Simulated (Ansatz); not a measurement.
## Electronic structure of BH₅Si in real space

Input

```
crystal:
  periodic: [false, false, false]
  atoms:
    - {symbol: B, position_ang: [-0.463090, 0.266287, 1.329725]}
    - {symbol: Si, position_ang: [0.430894, 0.000433, -0.316182]}
    - {symbol: H, position_ang: [0.740256, -1.353417, -0.866507]}
    - {symbol: H, position_ang: [-1.168024, -0.127903, 0.177963]}
    - {symbol: H, position_ang: [-0.856106, 1.374912, 1.594559]}
    - {symbol: H, position_ang: [0.375125, 0.980831, -1.441866]}
    - {symbol: H, position_ang: [-0.537557, -0.661423, 2.096187]}
basis:
  gaussian:
    orbitals: def2-TZVPD
hamiltonian:
  xc: pbe0
output: {forces: true, orbitals: {seedname: orbitals}}
```

Run with:

```sh
ansatz run input.yaml --threads 1 --pin off --max-ram 2610MiB --events-out events.jsonl --progress --plain --runs-dir runs
```

Geometry: PBE0-D3(BJ)/def2-SVP.

These are results of isolated molecule in a Gaussian basis; Kohn-Sham density functional theory, functional PBE0 (Ansatz), not measurements.

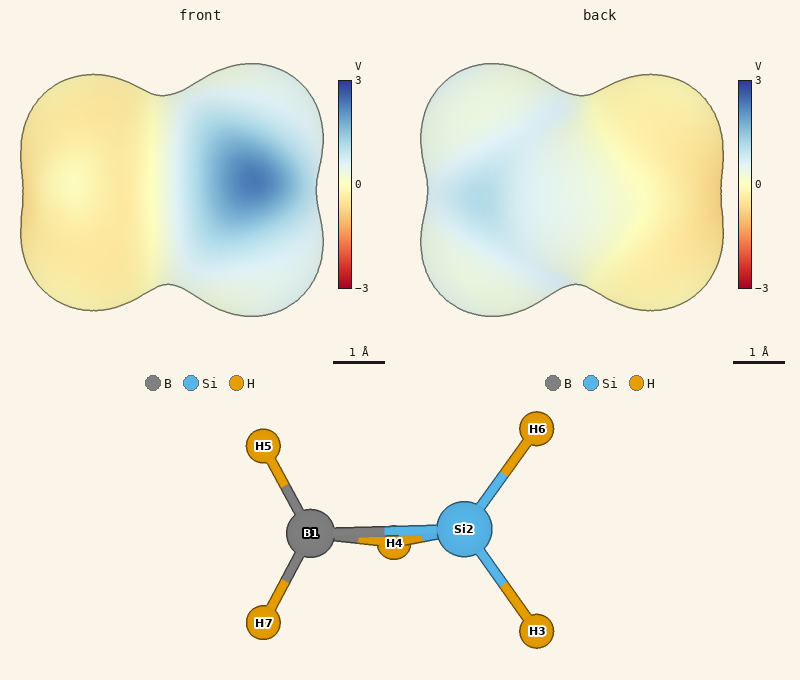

Figure 1. The electrostatic potential painted on the density surface at 0.002 e/bohr³, seen from the front and from behind; the colour scale runs from red (negative) to blue (positive). The bare structure is drawn below in the same view.

> Where is the surface potential most negative and most positive?

The most negative region (about −0.6 V) lies over H5, the most positive (about +2.2 V) over Si2.

> What dipole moment does the calculation give?

Its dipole moment is 1.77 D.

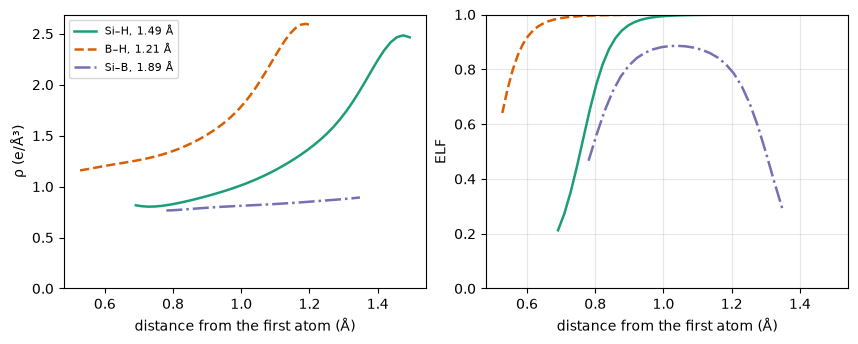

Figure 2. Total electron density and electron localisation function along straight lines between neighbouring atoms. The curves leave out the atomic cores.

> What can be read from the curves?

Si–H (1.49 Å): the density is about 0.8 e/Å³ at the midpoint; the ELF climbs to about 1 towards the hydrogen, as it does in any bond to H.
B–H (1.21 Å): ρ at the midpoint is about 1.2 e/Å³; the ELF climbs to about 1 towards the hydrogen; a covalent bond by its length.
Si–B (1.89 Å): ρ is about 0.8 e/Å³ halfway; the ELF peaks at about 0.90 between the atoms, as expected for localised, covalent bonding.

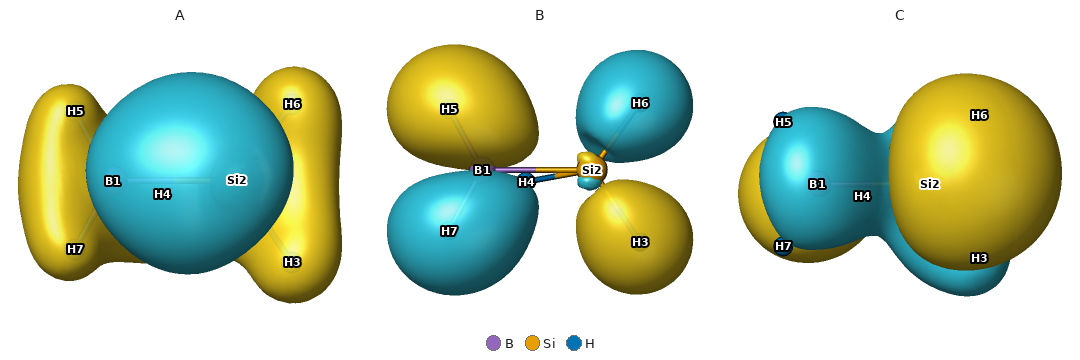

Figure 3. Three frontier orbitals at ±0.08 Å⁻³ᐟ² (yellow and cyan are the two phases), in no order.

> Order the three orbitals by energy and name them.

B is the HOMO−1 (−9.39 eV). By Hirshfeld shares it lies mainly on B1 (about 30 %), H5 (about 20 %), H7 (about 20 %), Si2 (about 15 %), H6 (about 10 %) and H3 (about 10 %). A is the HOMO (−7.77 eV). By Hirshfeld shares it lies mainly on Si2 (about 45 %), B1 (about 30 %) and H4 (about 10 %). C is the LUMO (−1.72 eV). Its weight (Hirshfeld) is mainly on Si2 (about 60 %), B1 (about 20 %) and H4 (about 5 %).

> What is the HOMO–LUMO gap?

6.05 eV between the orbital energies.
